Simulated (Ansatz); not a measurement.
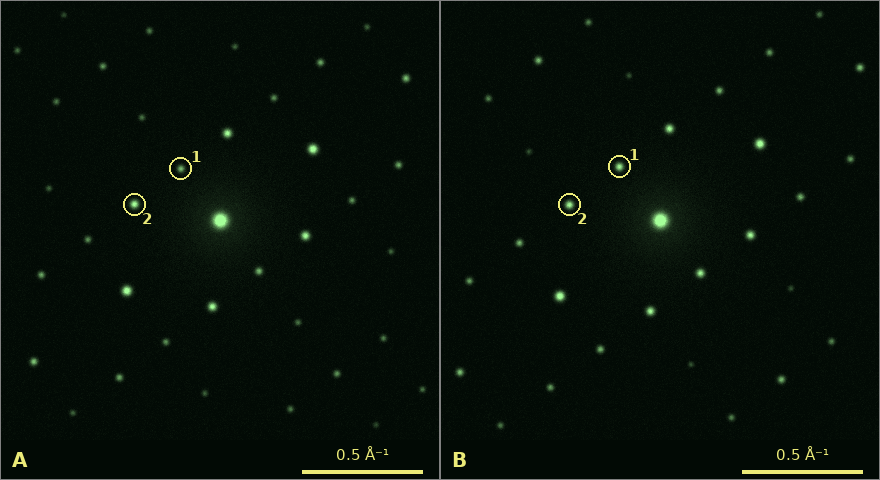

Kinematic electron diffraction patterns (120 kV, B = 0.5 Å², same scale) along [011] of the run's own cell, for the start and the end of one relaxation of As2Pb with DFT PBE, scalar-relativistic, plane waves, PAW in Ansatz. k mesh 10×10×4. The start is a generated model structure, and the relaxation ends in the nearest stationary point of its symmetry, not necessarily the ground state. Spot 1 is 0 -1 1 and spot 2 is 1 -1 1 in both.

Start structure:

```yaml
crystal:
  lattice:
    - [4.08789, 0.00000, 0.00000]
    - [0.00000, 4.08789, 0.00000]
    - [0.00000, 0.00000, 8.86457]
  atoms:
    - { symbol: As, position: [0.00000, 0.00000, 0.00000] }
    - { symbol: As, position: [0.50000, 0.50000, 0.00000] }
    - { symbol: As, position: [0.50000, 0.00000, 0.63419] }
    - { symbol: As, position: [0.00000, 0.50000, 0.36581] }
    - { symbol: Pb, position: [0.50000, 0.00000, 0.29697] }
    - { symbol: Pb, position: [0.00000, 0.50000, 0.70303] }
```

> Which pattern belongs to the start structure, and which to the relaxed one?

A is the start: its cell gives d(1) = 3.712 Å, d(2) = 2.748 Å and an angle of 42.2°. B is the relaxed structure, with d(1) = 3.576 Å (-3.7 %), d(2) = 2.605 Å (-5.2 %) and 43.2°.

> Name reflections whose intensity changes strongly on relaxation.

0 2 -2, 2 2 -2 fade out of sight; 0 1 -1 goes from 15 to 42 % of the strongest spot; 2 1 -1 goes from 6.2 to 14 % of the strongest spot.

> Summarise the relaxation behind the change.

The volume changed by +2.5 % to 25.31 Å³ an atom; with the mean shift removed, the atoms moved by up to 0.96 Å relative to the cell (As most); the space group stayed P4/nmm (No. 129); the free energy fell by 230 meV an atom. Relaxed cell: a = 3.803 Å, b = 3.803 Å, c = 10.499 Å, α = 90.00°, β = 90.00°, γ = 90.00°.
